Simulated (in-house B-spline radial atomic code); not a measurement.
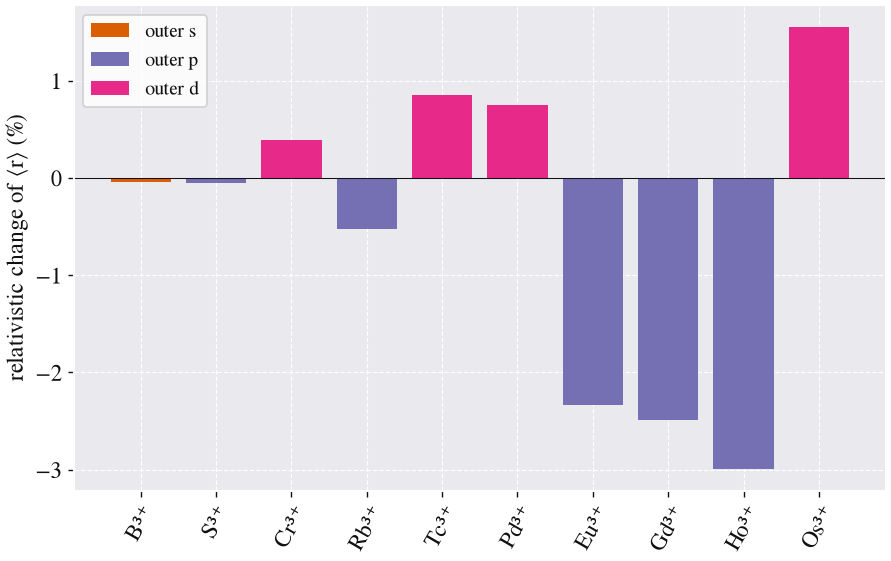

The effect of relativity on the mean radius of the outermost shell, taken as the one with the largest non-relativistic radius (j-weighted means). It refers to B³⁺, S³⁺, Cr³⁺, Rb³⁺, Tc³⁺, Pd³⁺, Eu³⁺, Gd³⁺, Ho³⁺ and Os³⁺. Computed with a B-spline radial code: Hartree–Fock, non-relativistic against Dirac–Coulomb.

Does any expand?

Yes, most in Os³⁺ (5d, 1.58 to 1.60 bohr, 1.5 %): contracted inner s and p shells screen it better.

Which outermost shell contracts most?

Ho³⁺ (5p, 1.51 to 1.47 bohr, −3.0 %).
